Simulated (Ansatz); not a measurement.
BAs (zinc blende)

```xyz
4
Lattice="0.0000 4.7839 4.7839 2.3920 0.0000 2.3920 2.3920 2.3920 0.0000" Properties=species:S:1:pos:R:3 pbc="T T T"
As     3.5879     3.5879     3.5879
As     3.5879     5.9799     5.9799
B      0.0000     0.0000     0.0000
B      2.3920     2.3920     4.7839
```

The atoms are displaced by Q × the pattern below (from a DFPT mode at L = (0.5, 0.0, 0.0), largest move 1; Q in Å), at fixed cell. It is one choice among 2 degenerate patterns. (q is in reciprocal vectors of the primitive cell; the cell shown is doubled to hold the pattern.)

```csv
atom,x,y,z
As1,0.036,-0.066,0.102
As2,-0.036,0.066,-0.102
B3,0.285,-0.520,0.805
B4,-0.285,0.520,-0.805
```

Calculation: r2SCAN (plane waves to 500 eV, PAW, scalar-relativistic; Ansatz, an electronic-structure program). k mesh 6×12×12 (Γ-centred), Fermi-Dirac smearing 0.05 eV. E stands for the smeared free energy. BAs was relaxed with its symmetry unable to fall. ΔE is measured from the undisplaced structure.

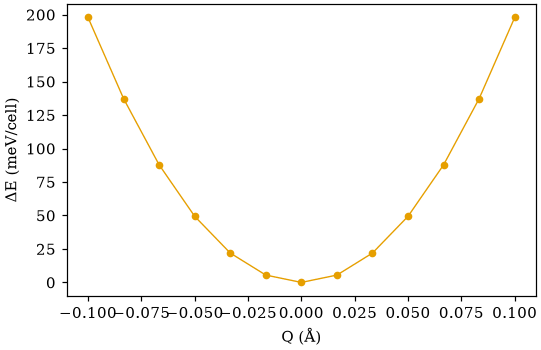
*ΔE (meV/cell) against Q (Å); markers are the computed points, lines only join them.*

What is the energy change at Q = 0.100 Å?

About 200 meV/cell.

What harmonic wavenumber does the curvature at Q = 0 give?

About 670 cm⁻¹.

(For displaced atoms, the force is minus the slope of the energy, and its curvature is a force constant, which sets phonon frequencies.)
